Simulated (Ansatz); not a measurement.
# Ga3SbAs2: what the fields show

The calculation's input:

```
crystal:
  lattice:
    - [4.1249356008, 0.0, 0.0]
    - [-2.0624678004, 3.5722990192, 0.0]
    - [0.0, 0.0, 10.1016363154]
  atoms:
    - { symbol: As, position: [0.0, 0.0, 0.0064430785] }
    - { symbol: As, position: [0.3333333333, 0.6666666667, 0.3267283983] }
    - { symbol: Sb, position: [0.6666666667, 0.3333333333, 0.6659695656] }
    - { symbol: Ga, position: [0.3333333333, 0.6666666667, 0.0831172545] }
    - { symbol: Ga, position: [0.6666666667, 0.3333333333, 0.4034927422] }
    - { symbol: Ga, position: [0.0, 0.0, 0.7642489609] }
kpoints:
  mp_grid: { grid: [12, 12, 4] }
  band_path:
    path:
      - [0.0, 0.0, 0.0]
      - [0.5, 0.0, 0.0]
      - [0.3333333333, 0.3333333333, 0.0]
      - [0.0, 0.0, 0.5]
      - [0.5, 0.0, 0.5]
      - [0.3333333333, 0.3333333333, 0.5]
      - [0.0, 0.0, 0.1]
    npoints: 1
hamiltonian:
  xc: r2scan
scf:
  occupations: { method: fermi_dirac, width: 0.02 }
  n_extra_bands: 5
output:
  forces: true
  stress: true
  eigenvalues: true
  write_density: true
  write_potential: true
  elf: true
  volumetric_format: npy
```

Launched as:

```sh
ansatz run input.yaml --threads 4 --pin off --max-ram 6451MiB --backend cpu --events-out ev --progress --plain --runs-dir out
```

Below, planes, directions and counts refer to the conventional cell (a = 4.12 Å, b = 4.12 Å, c = 10.10 Å, α = 90.00°, β = 90.00°, γ = 120.00°).

Space group P3m1; started from the ordered alloy on zincblende lattice prototype, which need not be the ambient phase.

Level of theory: DFT, r2SCAN, plane waves, PAW (Ansatz 0.2.0).

In a PAW calculation such maps are meaningful between the atoms, not at the nuclei.

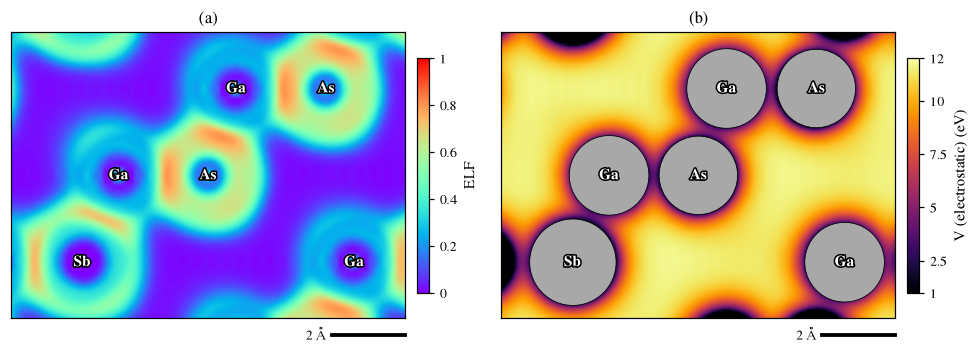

Figure 1. (a) ELF; (b) electrostatic potential energy of an electron on the (110) plane of the conventional cell. Grey discs cover the atomic cores in the potential map.

**Interpret the plot.**

Atoms in the plane: As, Sb and Ga. Ga–As (2.45 Å): the ELF peaks at about 0.80 between the atoms; localised, covalent bonding. Ga–Sb (2.58 Å): the ELF peaks at about 0.70 between the atoms. Ga–As (2.50 Å): the ELF peaks at about 0.80 between the atoms; a shared electron pair. Outside the cores the potential energy rises away from the atoms and is highest about 2.5 Å from the nearest atoms; its zero is arbitrary.

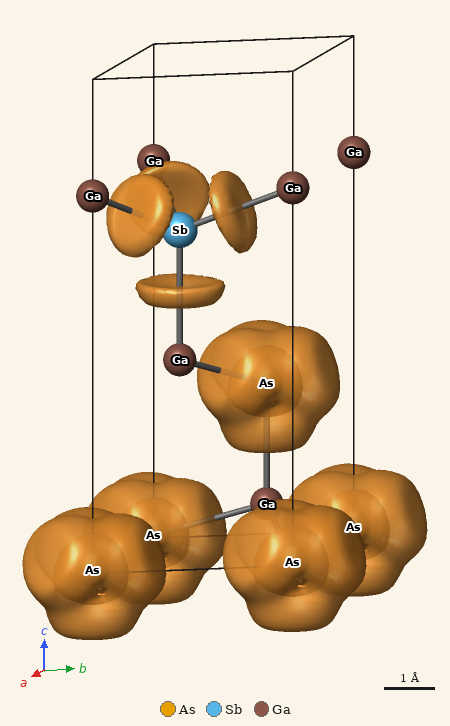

Figure 2. Isosurface of the ELF at 0.6 (orange), seen slightly off an axis. Only the valence region is drawn (cores and ρ < 0.01 e/Å³ removed). Sticks mark near contacts.

**Describe the localisation domains.**

At this value the surface marks out four regions between bonded Ga–Sb atoms (shared pairs) and two regions on As in which the atom's valence shell and bonds are merged, counted in one cell of 6 atoms. Any copies at cell faces, edges or corners count once.
